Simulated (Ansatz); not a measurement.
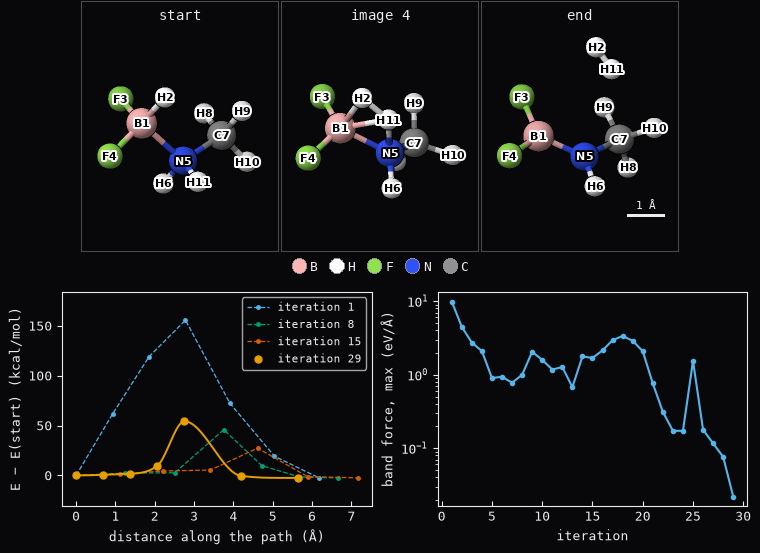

A search for the minimum-energy path of CH$_{6}$BF$_{2}$N by the nudged elastic band. Images are numbered from 0 (start) to 6 (end). The plot follows the band through its iterations. A ball-and-stick model, seen at a tilt.

The calculation used RHF/def2-SVP in Ansatz 0.2.0. Run with 5 movable images; climbing image; force threshold 0.05 eV/Å; iteration limit 60; spring constant 0.5 eV/Å²; starting path through a guess of the saddle point.

Judge this run.

The run is converged, with reservations. The band converged in 29 iterations. The largest component of the band force went from 9.9 to 0.022 eV/Å. The climbing image converged on the top of the path. Its curvatures weren't checked. The first iteration put the highest image at 155.7 kcal/mol. The highest point, image 4, lies 54.3 kcal/mol above the start and 56.8 kcal/mol above the end; the end is at −2.5 kcal/mol relative to the start.

Limits of the set-up: Hartree-Fock leaves out electron correlation.

The run took 2.4 min on 2 threads of Arm Neoverse V2, on a shared host, peak memory 0.19 GiB.
